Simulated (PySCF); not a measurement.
C2H14NPSi4

The calculation's input:

```
{"job": {"kind": "nmr", "xc": "PBE0", "basis": "pcSseg-1"}, "charge": 0, "multiplicity": 1}
C      2.801708    -0.365016    -0.054099
Si     1.310664    -0.470099    -1.243513
Si     0.344151     1.674958    -1.527495
Si    -1.389851     1.125692    -0.008731
C     -1.074633     1.912496     1.701472
Si    -0.644564    -1.161197    -0.007949
N     -0.548738    -1.871972     1.570553
P     -1.885210    -2.693673    -1.110152
H      3.156243    -1.346691     0.245812
H      3.638518     0.160537    -0.503155
H      2.527660     0.172284     0.849616
H      1.826435    -1.203106    -2.417074
H      1.182322     2.834850    -1.190568
H     -0.101873     1.988574    -2.892636
H     -2.786627     1.481593    -0.334991
H     -0.048306     1.738931     2.012913
H     -1.233668     2.986394     1.686740
H     -1.722290     1.494462     2.466328
H      0.050252    -1.468379     2.271409
H     -0.616376    -2.870758     1.692455
H     -3.081018    -2.046069    -0.885587
H     -1.715209    -2.054424    -2.322196
```

Run with:

```sh
OMP_NUM_THREADS=1 python probes_run.py task.json out
```

Geometry: GFN2-xTB.

Level of theory: PBE0/pcSseg-1, SCF density, gas phase, non-relativistic in PySCF 2.14.0.

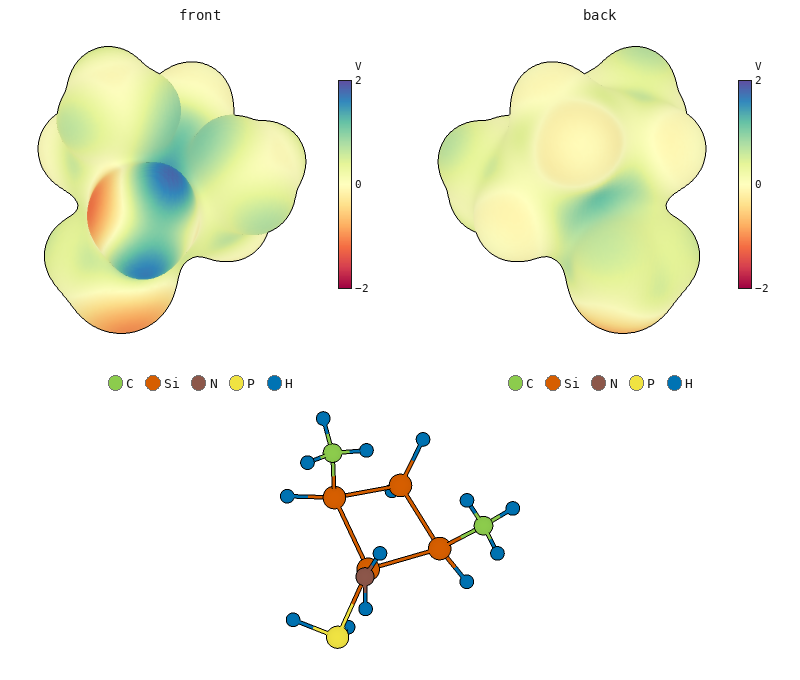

Figure 1. The molecular electrostatic potential painted on the density surface at 0.002 e/bohr³, seen from the front and from behind; red is negative and blue positive. The bare structure is drawn below in the same view.

Q: Which sites attract a positive test charge, and which a negative one?

A: A positive charge is drawn to the negative regions and a negative charge to the positive ones. The most negative region (about −1.0 V) lies over N7, the most positive (about +1.7 V) over H19. N7 is the likeliest acceptor of a hydrogen bond.

Q: How polar is the molecule by this calculation?

A: Its dipole moment is 1.83 D.

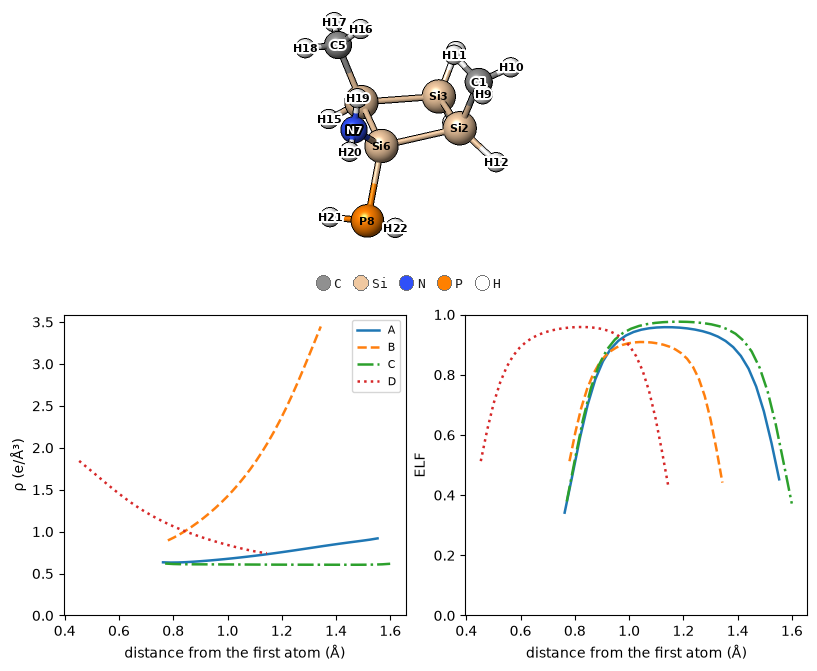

Figure 2. Total electron density and electron localisation function along straight lines between neighbouring atoms. The curves leave out the atomic cores. The structure is drawn too.

Q: Which curve belongs to which contact (C–Si, Si–N, Si–P and Si–Si)? The first atom named is at distance zero.

A: Curve A: Si–P (2.26 Å): the density is about 0.72 e/Å³ at the midpoint, with its minimum of 0.63 e/Å³ about 0.8 Å from Si; the ELF peaks at about 0.95 between the atoms, as expected for a covalent bond. Curve B: Si–N (1.73 Å): ρ is about 1.1 e/Å³ halfway; the ELF peaks at about 0.90 between the atoms, as expected for a shared but strongly polarised pair. Curve C: Si–Si (2.37 Å): the density is about 0.61 e/Å³ at the midpoint; the ELF peaks at about 1 between the atoms (a covalent bond). Curve D: C–Si (1.91 Å): ρ is about 0.88 e/Å³ halfway; the ELF peaks at about 0.95 between the atoms, as expected for localised, covalent bonding.
